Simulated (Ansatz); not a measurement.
# UB2PLYP/STO-3G run of O2F (SMILES [O]OF)

Aim: the vertical ionisation energy of O2F at UB2PLYP/STO-3G, from 2 runs. 

The calculation is run with Ansatz 0.2.0.

46 further runs of the same task are left out: 12 that didn't finish, 34 set aside as unsound or not needed.

**1. Starting point**

The species is O2F (3 atoms), meant as a doublet with charge 0. SMILES: `[O]OF`. The shape is that of a GFN2-xTB optimisation.

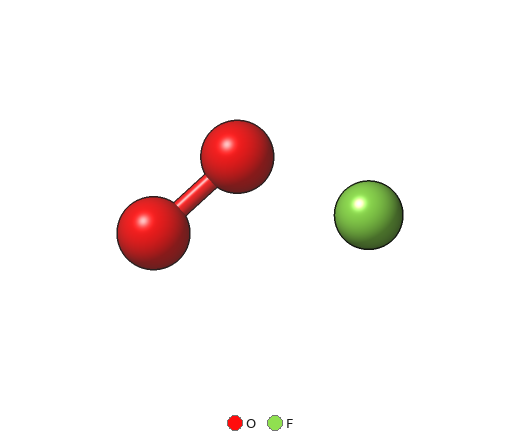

The structure, seen from a chosen angle (oxygen red, fluorine green).

**2. A single-point energy at UB2PLYP/STO-3G**

File run.yaml:

```yaml
crystal:
  periodic: [false, false, false]
  atoms:
    - {symbol: O, position_ang: [0.949760, -0.292600, 0.491570]}
    - {symbol: O, position_ang: [0.124690, 0.486900, 0.122000]}
    - {symbol: F, position_ang: [-1.074440, -0.194290, -0.613560]}
basis:
  gaussian:
    orbitals: STO-3G
magnetization:
  spin_polarized: true
  initial_magnetization: 1
hamiltonian:
  xc: {name: B2PLYP}
correlation:
  frozen_orbitals: {F: 1, O: 1}
accuracy: high
```

Command:

```sh
$ ansatz run run.yaml --threads 1 --pin off --max-ram 2610MiB --events-out events.jsonl --progress --plain --runs-dir runs
```

The program printed:

```text
Warning: RAYON_NUM_THREADS=1 ignored (pool sized by the plan → 1); use --threads N
Functional definition: B2PLYP
  name "B2PLYP"
  parameter a = 0.53
  parameter c = 0.27
  exchange = (1 - a)*b88_x + a*exact_x
  correlation = (1 - c)*lyp_c + c*(mp2_os + mp2_ss)
250 factors; integrals over basis functions are off by at most 3.6e-8 eV
mean field evaluation 1: about -6696.5429 eV, gradient 2.1e1 eV
mean field evaluation 2: about -6696.6148 eV, gradient 2.1e1 eV
mean field evaluation 4: about -6700.1168 eV, gradient 7.0e0 eV
mean field evaluation 8: about -6700.5495 eV, gradient 5.2e-1 eV
mean field evaluation 16: about -6700.7195 eV, gradient 4.3e-4 eV
mean field evaluation 32: about -6700.4893 eV, gradient 3.3e-5 eV
mean field -6700.71948792 eV, -246.2468992702 hartree, gradient 6.3e-8 eV, S^2 1.091628; 2 other end points of the search recorded, 0 dependent functions left out
3 core orbitals not correlated: weight in the atoms' cores, before any rotation towards them, 1.000 or more for the frozen orbitals, at most 0.000 for the correlated occupied ones
reference -6700.71949681 eV, -246.2468995969 hartree; 10, 9 occupied and 2, 3 virtual orbitals, 250 factors
second order -3.88044572 eV of doubles, -0.00000000 eV of singles
Total energy: -6701.76721715 eV, -246.2854026094 hartree
```

Wall time 2.1 s (1 thread of Arm Neoverse V2, shared host); peak memory 0.11 GiB.

**3. The singlet cation at the same level**

File molecule.yaml:

```yaml
crystal:
  periodic: [false, false, false]
  atoms:
    - {symbol: O, position_ang: [0.949760, -0.292600, 0.491570]}
    - {symbol: O, position_ang: [0.124690, 0.486900, 0.122000]}
    - {symbol: F, position_ang: [-1.074440, -0.194290, -0.613560]}
basis:
  gaussian: {orbitals: STO-3G}
total_charge: 1
hamiltonian: {xc: {name: B2PLYP}}
correlation: {frozen_orbitals: {F: 1, O: 1}}
accuracy: high
```

Command:

```sh
$ ansatz run molecule.yaml --threads 1 --pin off --max-ram 2610MiB --events-out events.jsonl --progress --plain --runs-dir runs
```

The program printed, cut to the lines that bear on the results:

```text
Warning: RAYON_NUM_THREADS=1 ignored (pool sized by the plan → 1); use --threads N
Functional definition: B2PLYP
  name "B2PLYP"
[...]
250 factors; integrals over basis functions are off by at most 3.6e-8 eV
[...]
mean field -6690.55633758 eV, -245.8734103841 hartree, gradient 5.5e-8 eV, S^2 0.000000; 2 other end points of the search recorded, 0 dependent functions left out; unrestricted orbitals would lower it
3 core orbitals not correlated: weight in the atoms' cores, before any rotation towards them, 1.000 or more for the frozen orbitals, at most 0.000 for the correlated occupied ones
reference -6690.55634626 eV, -245.8734107029 hartree; 9, 9 occupied and 3, 3 virtual orbitals, 250 factors
second order -8.27505788 eV of doubles, -0.00000000 eV of singles
Total energy: -6692.79061188 eV, -245.9555184503 hartree
```

Wall time 1.1 s (1 thread of Arm Neoverse V2, shared host).

**4. What came out**

Level: UB2PLYP/STO-3G, 3 core orbitals frozen.

| quantity | value |
| --- | --- |
| doublet O2F: total energy | -246.28540 Eh |
| doublet O2F: ⟨S²⟩ | 1.092 |
| singlet cation: total energy | -245.95552 Eh |
| vertical ionisation energy (to the singlet cation) | 8.977 eV |

**Reading.** Removing an electron at fixed nuclei costs 8.98 eV (866 kJ/mol). Only the singlet of the ionised species was computed; a triplet could lie lower. In a minimal basis such a difference can be off by several eV, whatever the method. ⟨S²⟩ (doublet O2F) is 1.09 where a pure doublet has 0.75: the reference is spin-contaminated. The restricted solution (singlet cation) is unstable to spin breaking: an unrestricted one lies lower.
